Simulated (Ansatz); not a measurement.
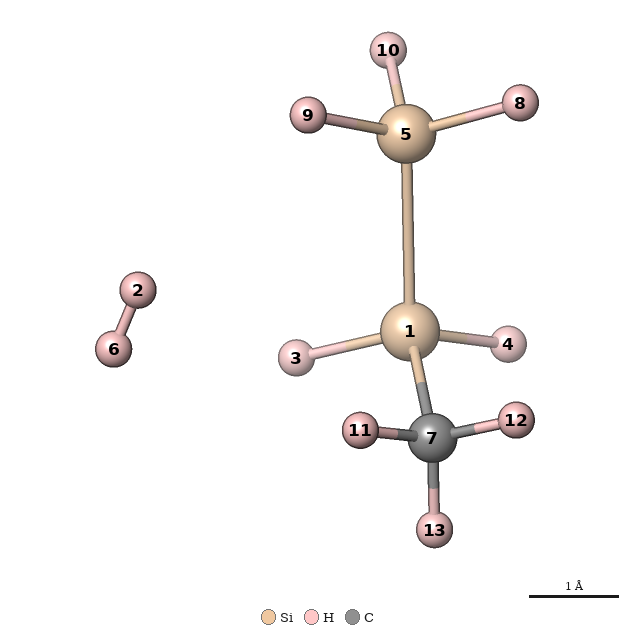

Orthographic view. Depth is shown by fading: the farther an atom, the more it takes the colour of the background. Computed geometry: PBE0-D4/def2-TZVP optimisation. No frequency run is at hand to confirm it as a minimum.

List the bonded neighbours of every atom.

Si1: H3, H4, Si5, C7
Si5: Si1, H8, H9, H10
C7: Si1, H11, H12, H13
(terminal hydrogens appear only as neighbours)
